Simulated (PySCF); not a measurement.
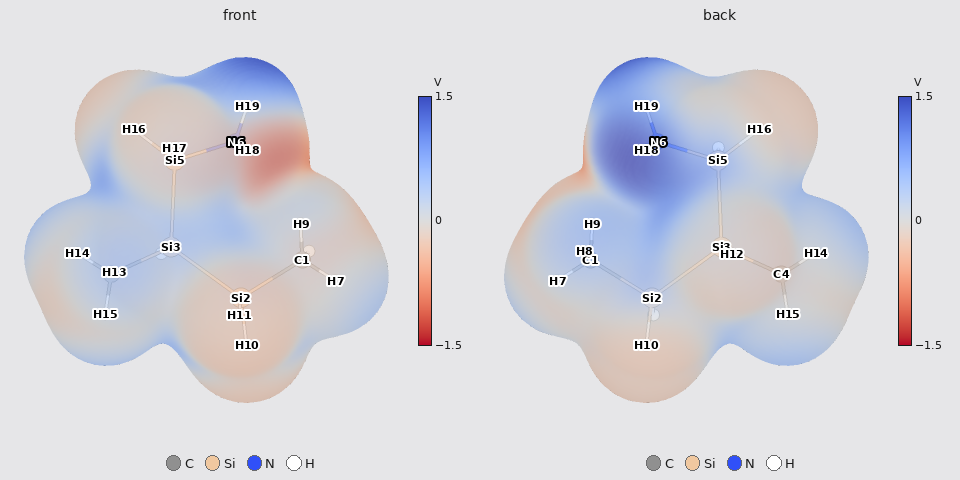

Figure 1: C$_{2}$H$_{13}$NSi$_{3}$. The molecular electrostatic potential painted on the density surface at 0.001 e/bohr³, seen from the front and from behind; the colour scale runs from red (negative) to blue (positive).

Geometry: GFN2-xTB.

All numbers below come from PBE0/pcSseg-1, SCF density, gas phase, non-relativistic (PySCF 2.14.0).

```yaml
atoms:
  - { symbol: C, position_ang: [-1.5505, -2.0725, 0.2493] }
  - { symbol: Si, position_ang: [-1.8900, -0.2789, -0.2786] }
  - { symbol: Si, position_ang: [0.1277, 0.8038, -0.7127] }
  - { symbol: C, position_ang: [-0.1466, 2.6870, -0.5787] }
  - { symbol: Si, position_ang: [1.9577, 0.2621, 0.6062] }
  - { symbol: N, position_ang: [1.9425, -1.4647, 0.6996] }
  - { symbol: H, position_ang: [-2.4583, -2.5802, 0.5611] }
  - { symbol: H, position_ang: [-1.1199, -2.6460, -0.5668] }
  - { symbol: H, position_ang: [-0.8488, -2.1092, 1.0772] }
  - { symbol: H, position_ang: [-2.8259, -0.3350, -1.4162] }
  - { symbol: H, position_ang: [-2.6638, 0.3562, 0.8029] }
  - { symbol: H, position_ang: [0.4815, 0.5903, -2.1409] }
  - { symbol: H, position_ang: [-0.4391, 2.9723, 0.4281] }
  - { symbol: H, position_ang: [0.7551, 3.2401, -0.8251] }
  - { symbol: H, position_ang: [-0.9291, 3.0223, -1.2526] }
  - { symbol: H, position_ang: [3.2510, 0.8088, 0.1401] }
  - { symbol: H, position_ang: [1.8595, 0.6627, 2.0158] }
  - { symbol: H, position_ang: [1.9096, -1.9956, -0.1557] }
  - { symbol: H, position_ang: [2.5776, -1.9142, 1.3395] }
```

Question: Where is the surface potential most negative and most positive?

Answer: The most negative region (about −0.8 V) lies over N6 and H9, the most positive (about +1.3 V) over H18 and H19.

Question: How polar is the molecule by this calculation?

Answer: Its dipole moment is 1.26 D.
